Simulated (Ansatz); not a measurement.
**Run report: SiH2SCl4, geometry relaxation (part 2 of 2)**

Continued. System: SiH2SCl4. Method: RKS B3LYP/def2-SVP (Ansatz 0.2.0). The input holds or restrains some coordinates. It belongs to a series of runs on one base structure; here: pulled along the bonds that form and break, towards end B.

Geometry of the input (Å):
```
Si 0.0000  0.0000  0.0000
Cl 0.0000  0.0000  2.4800
Cl 2.0086  0.0000  -0.7093
Cl -1.0032  1.7381  -0.7093
Cl -1.0032  -1.7381  -0.7093
S  -2.3345  0.0000  0.7757
H  -3.0901  -0.8728  -0.0163
H  -1.4140  0.0000  2.0048
```

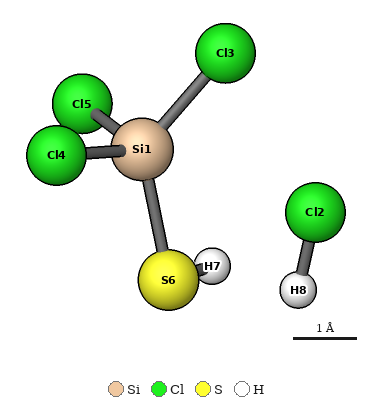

**Figure 1.** The geometry at step 13 of the log (ball-and-stick view, seen at a tilt; atoms are numbered from 1 in the order of the input).

### Trajectory as extended XYZ (Å, eV, eV/Å), 25 frames, from step=1 to step=25
```
8
Properties=species:S:1:pos:R:3:forces:R:3 step=1 energy=-68817.12300
Si    0.0000    0.0000    0.0000   -2.4703   0.1085  -0.3918
Cl    0.0000    0.0000    2.4800    2.2282   0.2861  -0.2909
Cl    2.0086    0.0000   -0.7093   -1.3057  -0.0294   0.8516
Cl   -1.0032    1.7381   -0.7093    2.7991   1.4260  -1.5015
Cl   -1.0032   -1.7381   -0.7093    3.0644  -1.7730  -1.8311
S    -2.3345    0.0000    0.7757   -3.5407   1.1348   1.3425
H    -3.0901   -0.8728   -0.0163    0.5790   0.1413   1.5046
H    -1.4140    0.0000    2.0048   -1.3541  -1.2943   0.3166
8
Properties=species:S:1:pos:R:3:forces:R:3 step=2 energy=-68817.50224
Si   -0.0994    0.0010   -0.1429   -1.4506  -0.0228   0.0216
Cl    0.0268    0.0037    2.6606   -0.0442   0.1303  -0.5831
Cl    1.9848   -0.0004   -0.6987   -1.6646  -0.0109   0.7547
Cl   -0.9757    1.7715   -0.7391    2.5688   2.1984  -1.8419
Cl   -0.9727   -1.7743   -0.7420    2.4421  -2.2142  -2.0121
S    -2.3880    0.0311    0.6269   -1.7780   1.1581   3.1487
H    -3.1016   -0.8906   -0.0184   -0.0927  -0.7776   0.3201
H    -1.3107   -0.0148    2.1698    0.0192  -0.4614   0.1921
8
Properties=species:S:1:pos:R:3:forces:R:3 step=3 energy=-68817.81000
Si   -0.2041    0.0014   -0.2526   -0.6102  -0.1301   0.2769
Cl    0.0450    0.0047    2.7959   -0.1081   0.0428  -0.3037
Cl    1.9515   -0.0003   -0.6873   -2.0457  -0.0053   0.7174
Cl   -0.9391    1.8131   -0.7708    2.3206   2.7835  -1.8759
Cl   -0.9426   -1.8130   -0.7737    2.0089  -2.6550  -2.0389
S    -2.4253    0.0610    0.4923   -1.1011   1.7021   3.2876
H    -3.1092   -0.9138   -0.0253   -0.5045  -1.6193  -0.1914
H    -1.2127   -0.0260    2.3378    0.0401  -0.1187   0.1281
8
Properties=species:S:1:pos:R:3:forces:R:3 step=4 energy=-68819.24319
Si   -0.3607    0.0002   -0.3286   -0.2623  -0.0747  -0.4149
Cl    0.0999    0.0043    2.9160   -0.2164  -0.0075  -0.2226
Cl    1.8270   -0.0013   -0.6491   -1.9300  -0.0447   0.6930
Cl   -0.8262    1.9477   -0.8554    1.5712   1.1177  -0.9303
Cl   -0.8541   -1.9369   -0.8692    1.2450  -0.9803  -1.0574
S    -2.4706    0.1252    0.3970   -0.6599   0.8893   1.6576
H    -3.1008   -0.9720   -0.0135    0.1267  -0.8939   0.1638
H    -1.1509   -0.0400    2.5190    0.1257  -0.0058   0.1109
8
Properties=species:S:1:pos:R:3:forces:R:3 step=5 energy=-68820.09480
Si   -0.4860    0.0039   -0.3708    0.3363   0.1391  -0.6115
Cl    0.1407    0.0051    2.9052   -1.0625  -0.0676  -0.2952
Cl    1.6503   -0.0129   -0.5674   -0.8674  -0.0836   0.6648
Cl   -0.6856    2.0112   -0.9318    0.4888   0.2602  -0.5255
Cl   -0.7453   -1.9866   -0.9682    0.1805  -0.0837  -0.5226
S    -2.5187    0.1859    0.4095   -0.3722  -0.1914   0.6577
H    -3.0309   -1.0222    0.0477    0.3147  -0.0346   0.3499
H    -1.1609   -0.0573    2.5920    0.9817   0.0616   0.2823
8
Properties=species:S:1:pos:R:3:forces:R:3 step=6 energy=-68820.50233
Si   -0.5040    0.0171   -0.4004    0.2511   0.0667  -0.6099
Cl    0.1497   -0.0190    2.8741   -1.0988  -0.0312  -0.0596
Cl    1.6176   -0.0278   -0.3794   -0.7347  -0.0488   0.5542
Cl   -0.6875    1.9808   -1.0917    0.3572   0.0447  -0.5209
Cl   -0.7760   -1.9198   -1.1542    0.1204   0.1122  -0.4930
S    -2.4992    0.1909    0.4544   -0.2351  -0.2538   0.6576
H    -2.9648   -1.0541    0.1544    0.2894   0.0787   0.2882
H    -1.1722   -0.0410    2.6592    1.0505   0.0315   0.1835
8
Properties=species:S:1:pos:R:3:forces:R:3 step=7 energy=-68820.86718
Si   -0.5337    0.0301   -0.4251    0.2347   0.0179  -0.7961
Cl    0.1649   -0.0232    2.8434   -1.3028  -0.0328   0.2442
Cl    1.5557   -0.0401   -0.1978   -0.5691  -0.0440   0.3752
Cl   -0.6663    1.9437   -1.2590    0.1597  -0.2389  -0.3484
Cl   -0.7925   -1.8503   -1.3325    0.0390   0.3824  -0.2990
S    -2.4841    0.1891    0.5169   -0.0692  -0.2895   0.4994
H    -2.9049   -1.0770    0.2332    0.2506   0.1692   0.2179
H    -1.1754   -0.0452    2.7372    1.2570   0.0356   0.1068
8
Properties=species:S:1:pos:R:3:forces:R:3 step=8 energy=-68821.13117
Si   -0.5515    0.0439   -0.4525    0.1672  -0.0364  -0.9477
Cl    0.1578   -0.0258    2.8187   -1.4229  -0.0378   0.6456
Cl    1.4977   -0.0571   -0.0474   -0.4720  -0.0089   0.0873
Cl   -0.6549    1.8856   -1.4282    0.0911  -0.3208  -0.1401
Cl   -0.8119   -1.7583   -1.5035    0.0233   0.4435  -0.0904
S    -2.4512    0.1824    0.5875    0.0749  -0.1588   0.3178
H    -2.8339   -1.0902    0.3064    0.1543   0.0760   0.1237
H    -1.1885   -0.0533    2.8353    1.3841   0.0433   0.0039
8
Properties=species:S:1:pos:R:3:forces:R:3 step=9 energy=-68821.27289
Si   -0.5525    0.0557   -0.4931   -0.0829  -0.0501  -1.0027
Cl    0.0922   -0.0271    2.8010   -1.4522  -0.0556   1.0429
Cl    1.4536   -0.0734    0.0081   -0.1955  -0.0210   0.0485
Cl   -0.6272    1.8198   -1.5827   -0.0018  -0.1313   0.0173
Cl   -0.8372   -1.6505   -1.6663   -0.0005   0.2315   0.0423
S    -2.3848    0.1716    0.6621    0.0703  -0.0084  -0.0056
H    -2.7338   -1.1092    0.4007    0.0654  -0.0226   0.0323
H    -1.2467   -0.0597    2.9863    1.5972   0.0575  -0.1749
8
Properties=species:S:1:pos:R:3:forces:R:3 step=10 energy=-68821.33322
Si   -0.5599    0.0427   -0.5177   -0.1884   0.0165  -0.9459
Cl    0.0473    0.0045    2.7861   -1.1063   0.0576   1.0908
Cl    1.4178   -0.1804    0.0284   -0.0602  -0.0419   0.0036
Cl   -0.5954    1.8471   -1.5281    0.0044  -0.0295   0.0354
Cl   -0.8755   -1.5642   -1.8018    0.0101   0.0832   0.0054
S    -2.3878    0.1277    0.6370    0.0466  -0.1099  -0.1077
H    -2.6091   -1.2051    0.5242    0.0138   0.0456   0.0536
H    -1.2737    0.0548    2.9881    1.2800  -0.0216  -0.1352
8
Properties=species:S:1:pos:R:3:forces:R:3 step=11 energy=-68821.37509
Si   -0.5697    0.0264   -0.5443   -0.1541  -0.0084  -0.9534
Cl    0.0083    0.0905    2.7688   -0.8117   0.0928   1.0514
Cl    1.3834   -0.3108    0.0247   -0.0302  -0.0456   0.0253
Cl   -0.5501    1.8941   -1.4358   -0.0314  -0.0977   0.0853
Cl   -0.8933   -1.4859   -1.9362   -0.0124   0.1000  -0.0014
S    -2.3979    0.0726    0.6014   -0.0402  -0.6530  -0.0814
H    -2.5161   -1.3007    0.6670    0.0657   0.6016  -0.0308
H    -1.3011    0.1411    2.9707    1.0143   0.0103  -0.0951
8
Properties=species:S:1:pos:R:3:forces:R:3 step=12 energy=-68821.40856
Si   -0.5685   -0.0299   -0.5515   -0.2600   0.1201  -1.0528
Cl    0.0083    0.1894    2.7584   -0.8959   0.2384   1.0651
Cl    1.3583   -0.4478    0.0595   -0.1376  -0.1308  -0.1460
Cl   -0.5530    1.9057   -1.2928    0.0819  -0.1468   0.0847
Cl   -0.9194   -1.3877   -2.1061    0.1098   0.2121   0.2791
S    -2.3954   -0.0154    0.5948    0.0155  -0.9004  -0.0916
H    -2.4657   -1.3933    0.7005    0.0011   0.6654  -0.0319
H    -1.3010    0.3061    2.9535    1.0853  -0.0580  -0.1066
8
Properties=species:S:1:pos:R:3:forces:R:3 step=13 energy=-68821.47961
Si   -0.5890   -0.0502   -0.5408   -0.0901   0.0617  -1.0994
Cl    0.0225    0.3835    2.7438   -1.0518   0.2224   0.8980
Cl    1.3076   -0.6319    0.0276   -0.1311  -0.0284   0.1009
Cl   -0.5065    1.9367   -1.1453    0.0108  -0.3274   0.1821
Cl   -0.9015   -1.2816   -2.2036   -0.0819   0.2151   0.2057
S    -2.4175   -0.1265    0.6013    0.0592  -0.6320  -0.0551
H    -2.4489   -1.4962    0.7182    0.0250   0.4658  -0.0836
H    -1.3031    0.3935    2.9151    1.2599   0.0229  -0.1487
8
Properties=species:S:1:pos:R:3:forces:R:3 step=14 energy=-68821.52511
Si   -0.5815   -0.0671   -0.5458   -0.2430  -0.1518  -0.4783
Cl    0.0471    0.5712    2.6966   -1.5194   0.0808   0.9440
Cl    1.2626   -0.7361    0.0856   -0.1078  -0.1050  -0.0946
Cl   -0.4696    1.9279   -1.0186    0.0663   0.0240   0.0090
Cl   -0.9639   -1.1991   -2.2354    0.0647   0.0252  -0.1369
S    -2.4093   -0.2057    0.5956    0.0298  -0.1437   0.0718
H    -2.4325   -1.5593    0.6788    0.0292   0.0266  -0.0807
H    -1.2893    0.3955    2.8593    1.6803   0.2439  -0.2342
8
Properties=species:S:1:pos:R:3:forces:R:3 step=15 energy=-68821.63441
Si   -0.6085   -0.0939   -0.5214   -0.1836  -0.2336  -0.5437
Cl    0.0720    0.7570    2.6568   -1.3753   0.0620   0.7376
Cl    1.1709   -0.9087    0.1230   -0.1222  -0.0774  -0.0672
Cl   -0.4300    1.9237   -0.8527    0.0319  -0.0173   0.0457
Cl   -0.9704   -1.0523   -2.3250    0.0505   0.0649  -0.0356
S    -2.4305   -0.3333    0.6120    0.0870  -0.1116   0.0862
H    -2.3867   -1.6896    0.6568    0.0265   0.0698  -0.0636
H    -1.2533    0.5242    2.7668    1.4852   0.2432  -0.1594
8
Properties=species:S:1:pos:R:3:forces:R:3 step=16 energy=-68821.69819
Si   -0.6262   -0.1256   -0.5147   -0.1625  -0.2186  -0.5467
Cl    0.0507    0.9387    2.5925   -1.1168  -0.0577   0.7337
Cl    1.0910   -1.0736    0.1200   -0.1168   0.0251   0.0101
Cl   -0.3967    1.9049   -0.7140    0.0329  -0.0590  -0.0413
Cl   -0.9637   -0.9310   -2.4050   -0.0178   0.1161   0.1703
S    -2.4135   -0.4185    0.6616    0.1068  -0.1857  -0.1306
H    -2.3379   -1.7744    0.6280   -0.0229   0.0826  -0.0124
H    -1.2400    0.6067    2.7479    1.2971   0.2973  -0.1831
8
Properties=species:S:1:pos:R:3:forces:R:3 step=17 energy=-68821.72557
Si   -0.6509   -0.1073   -0.4722   -0.1863  -0.2255  -0.6135
Cl    0.0617    1.1120    2.5663   -0.9429  -0.3190   0.6596
Cl    1.0051   -1.0982    0.2331    0.0323  -0.0163  -0.0100
Cl   -0.3732    1.9093   -0.7163   -0.0090  -0.0377   0.0096
Cl   -0.9780   -0.9023   -2.3611    0.0206   0.0198   0.0223
S    -2.4499   -0.4591    0.6621    0.0981   0.1132   0.0488
H    -2.3442   -1.8004    0.5233   -0.0289  -0.0606   0.0055
H    -1.1070    0.4731    2.6812    1.0160   0.5261  -0.1223
8
Properties=species:S:1:pos:R:3:forces:R:3 step=18 energy=-68821.73982
Si   -0.6349   -0.1060   -0.4746   -0.1991  -0.2371  -0.4831
Cl   -0.0211    1.1946    2.5495   -0.7281  -0.4807   0.7023
Cl    1.0428   -1.0553    0.2412    0.0313   0.0101  -0.0016
Cl   -0.3693    1.9045   -0.7740    0.0155  -0.0230   0.0095
Cl   -0.9766   -0.9523   -2.3355   -0.0077  -0.0109   0.0050
S    -2.4114   -0.4293    0.7054    0.0530  -0.0261  -0.0102
H    -2.4511   -1.7598    0.4425    0.0090   0.0585  -0.0301
H    -1.0148    0.3308    2.7619    0.8261   0.7093  -0.1918
8
Properties=species:S:1:pos:R:3:forces:R:3 step=19 energy=-68821.63112 accepted=F
Si   -0.6227   -0.1079   -0.4648   -0.2108  -0.1821  -0.3806
Cl   -0.1093    1.2911    2.5352   -1.2307  -1.6602   0.9624
Cl    1.0849   -1.0031    0.2541    0.0129   0.0130   0.0228
Cl   -0.3617    1.8941   -0.8215    0.0318  -0.0048  -0.0185
Cl   -0.9852   -1.0128   -2.2914   -0.0197  -0.0309  -0.0207
S    -2.3820   -0.4032    0.7510   -0.0047  -0.6938  -0.2262
H    -2.5606   -1.7102    0.3317    0.0936   0.6688   0.1525
H    -0.8997    0.1792    2.8221    1.3276   1.8901  -0.4916
8
Properties=species:S:1:pos:R:3:forces:R:3 step=20 energy=-68821.74368
Si   -0.6356   -0.1146   -0.4572   -0.1611  -0.1534  -0.4516
Cl   -0.0265    1.2140    2.5533   -0.6981  -0.5022   0.6817
Cl    1.0737   -1.0202    0.2398    0.0060  -0.0332   0.0263
Cl   -0.3699    1.8917   -0.7744    0.0046   0.0301  -0.0278
Cl   -0.9926   -0.9873   -2.3005   -0.0178  -0.0313  -0.0373
S    -2.4084   -0.4324    0.7295    0.1204  -0.1596  -0.0640
H    -2.4922   -1.7379    0.3565   -0.0322   0.1350   0.0416
H    -0.9848    0.3139    2.7694    0.7781   0.7145  -0.1688
8
Properties=species:S:1:pos:R:3:forces:R:3 step=21 energy=-68821.74982
Si   -0.6222   -0.1146   -0.4577   -0.1654  -0.2011  -0.4009
Cl   -0.0811    1.2438    2.5521   -0.6581  -0.5975   0.6972
Cl    1.1042   -0.9971    0.2307    0.0084  -0.0064   0.0118
Cl   -0.3581    1.8869   -0.8117    0.0058   0.0105  -0.0124
Cl   -1.0153   -1.0196   -2.2801    0.0005  -0.0140  -0.0171
S    -2.3650   -0.4434    0.7694    0.0605  -0.1399  -0.0929
H    -2.5482   -1.7000    0.2828   -0.0050   0.1362   0.0338
H    -0.9507    0.2712    2.8308    0.7533   0.8122  -0.2195
8
Properties=species:S:1:pos:R:3:forces:R:3 step=22 energy=-68821.75661
Si   -0.6138   -0.1248   -0.4447   -0.1313  -0.2020  -0.3678
Cl   -0.1126    1.2769    2.5522   -0.6229  -0.6741   0.6755
Cl    1.1393   -0.9671    0.2324   -0.0096   0.0121  -0.0023
Cl   -0.3683    1.8753   -0.8315    0.0049  -0.0104  -0.0057
Cl   -1.0242   -1.0553   -2.2522    0.0008  -0.0074  -0.0024
S    -2.3245   -0.4854    0.8182    0.0409  -0.0888  -0.1362
H    -2.6311   -1.6413    0.1725    0.0169   0.1106   0.0618
H    -0.9011    0.2488    2.8694    0.7003   0.8601  -0.2228
8
Properties=species:S:1:pos:R:3:forces:R:3 step=23 energy=-68821.65919 accepted=F
Si   -0.5925   -0.1315   -0.4513   -0.1694  -0.1997  -0.2704
Cl   -0.2835    1.3387    2.5445   -0.6670  -1.7254   1.0169
Cl    1.1876   -0.9273    0.2175   -0.0261   0.0301   0.0201
Cl   -0.3475    1.8584   -0.8975    0.0053  -0.0135  -0.0071
Cl   -1.0386   -1.1149   -2.2253    0.0145   0.0284   0.0449
S    -2.2583   -0.4760    0.8784   -0.2381  -0.6943  -0.6781
H    -2.7197   -1.5337    0.1032    0.2520   0.6198   0.4577
H    -0.7840    0.1135    2.9469    0.8288   1.9547  -0.5840
8
Properties=species:S:1:pos:R:3:forces:R:3 step=24 energy=-68821.74766
Si   -0.6138   -0.1190   -0.4477   -0.1275  -0.2159  -0.3572
Cl   -0.1790    1.2996    2.5498   -0.5944  -0.9247   0.7241
Cl    1.1389   -0.9473    0.2471    0.0092  -0.0010   0.0049
Cl   -0.3531    1.8736   -0.8623   -0.0145  -0.0033   0.0052
Cl   -1.0207   -1.0730   -2.2441   -0.0027  -0.0020   0.0131
S    -2.3178   -0.4688    0.8273    0.0191  -0.0769  -0.1334
H    -2.6524   -1.6124    0.1759    0.0185   0.0883   0.0198
H    -0.8387    0.1745    2.8703    0.6924   1.1355  -0.2766
8
Properties=species:S:1:pos:R:3:forces:R:3 step=25 energy=-68821.76135
Si   -0.6064   -0.1276   -0.4433   -0.1419  -0.2038  -0.3089
Cl   -0.1929    1.3001    2.5526   -0.4681  -0.7543   0.6640
Cl    1.1625   -0.9267    0.2447    0.0054   0.0007  -0.0011
Cl   -0.3693    1.8659   -0.8702   -0.0022  -0.0005  -0.0037
Cl   -1.0213   -1.0969   -2.2289    0.0011  -0.0040  -0.0062
S    -2.2942   -0.4940    0.8492    0.0406   0.0111  -0.1148
H    -2.6959   -1.5650    0.1249    0.0001  -0.0030  -0.0096
H    -0.8189    0.1714    2.8873    0.5650   0.9538  -0.2199
```

### Results in brief

- outcome: converged under the restraints of the input
- total energy: −68821.7616 eV
- mean-field energy: −68821.7616 eV
- largest force (length of the vector) at the end, held atoms and coordinates included: 1.130 eV/Å
- hardware: 4 threads of Arm Neoverse V1, 24 GiB of memory available, shared host
- wall time: 58 s (CPU time 3.6 min)
- peak memory: 0.34 GiB
